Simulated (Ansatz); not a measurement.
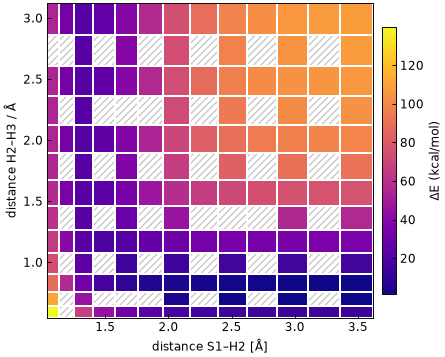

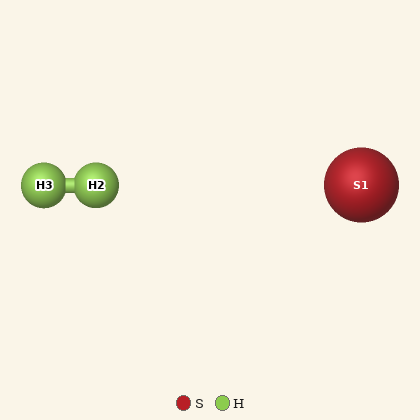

Energy landscape of the system S + H₂, spin multiplicity 3. Coordinates scanned: (1) distance S1–H2; (2) distance H2–H3. Nothing is relaxed (the angle S1–H2–H3 is fixed at 180 degrees). Grid: 13 × 13 points. At 41 points there is no value. Points are written as (first, second). All energies are given in kcal/mol relative to S far from the relaxed HH (each part in its own basis). In part of the range the unrestricted reference is strongly spin-contaminated. These are results of UKS B3LYP-D4/aug-cc-pVTZ (Ansatz), not measurements.

In the figure: one coloured cell a grid point, hatched blanks where no value was computed. The second picture is the structure at the lowest point.

What does the map say about the system?

Answer. The lowest grid point is at (3.488 Å, 0.687 Å), 1.3 kcal/mol from S far from the relaxed HH (each part in its own basis). It lies on the edge of the grid, but the force there points inwards, so the minimum lies inside the range. Other grid points that lie below all their neighbours: (2.982 Å, 0.687 Å) (0.15 kcal/mol higher); (2.505 Å, 0.687 Å) (0.7 kcal/mol higher). The highest grid point, (1.088 Å, 0.592 Å), lies 139 kcal/mol above the lowest.

Grid values (kcal/mol):

```tsv
distance H2–H3 ↓, distance S1–H2 →	1.088	1.183	1.322	1.484	1.663	1.857	2.063	2.279	2.505	2.739	2.982	3.231	3.488
2.992	55	33	22	26	40	57	75	89	98	103	106	107	108
2.735	–	–	22	–	39	–	74	–	97	–	105	–	108
2.486	55	33	22	26	39	56	74	87	96	101	104	105	106
2.243	55	–	22	–	–	–	72	–	94	–	101	–	104
2.009	55	33	22	26	38	54	70	82	90	95	97	98	99
1.783	56	–	22	–	37	–	66	–	83	–	90	–	91
1.567	58	35	22	24	34	47	58	66	71	75	76	76	77
1.361	60	–	23	–	29	–	46	–	–	–	55	–	56
1.167	65	40	23	19	22	27	31	33	34	34	34	34	35
0.988	74	–	25	–	14	–	15	–	15	–	15	–	15
0.826	88	57	31	17	10	6	4	3	3	2	2	2	2
0.687	112	–	46	–	–	–	5	–	2	–	1	–	1
0.592	140	–	67	45	31	23	18	15	14	14	13	13	13
```

The input of one point:

```yaml
crystal:
  periodic: [false, false, false]
  atoms:
    - { symbol: S, position_ang: [-3.488, 0.0, 0.0] }
    - { symbol: H, position_ang: [0.0, 0.0, 0.0] }
    - { symbol: H, position_ang: [0.687, 0.0, 0.0] }
magnetization:
  spin_polarized: true
  initial_magnetization: 2
basis:
  gaussian: { orbitals: aug-cc-pVTZ }
hamiltonian:
  xc: { name: B3LYP }
  dispersion: d4
output:
  forces: true
```

Time for the 128 points that were run: 14 min on 1 thread of Arm Neoverse V2, on a shared host.
